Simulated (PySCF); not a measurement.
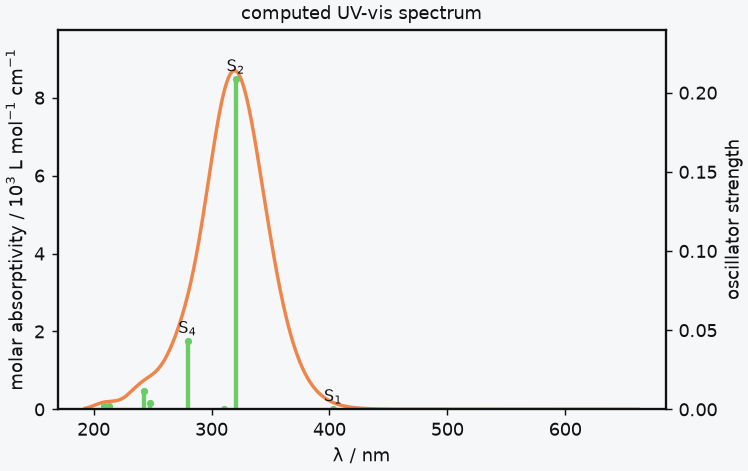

Vertical TDDFT excitations, PBE0/def2-SVPD, PySCF 2.14.0, at a GFN2-xTB geometry (no frequency check), gas phase. Only the first 8 singlet excitations are included; each is broadened by a Gaussian of 1/e half-width 0.40 eV. Sticks give oscillator strengths (right axis).

Which molecule gives this spectrum?
A. C₇H₄F₂O, SMILES O=C(F)c1ccccc1F
B. C₆H₈P₂, SMILES C#CC/P=P/C(=C)C
C. C₂F₂O₄Si, SMILES O=C1O[Si](F)(F)OC1=O

Option B. Its lowest singlet lies at 3.07 eV (f = 0.000) and the brightest of those computed is S2 at 3.86 eV (321 nm), f = 0.208, mainly HOMO → LUMO (92 %).

Note: the tight-binding geometry is rougher than a DFT one and adds to the error; one conformer of a flexible molecule; core orbitals are frozen in the response.
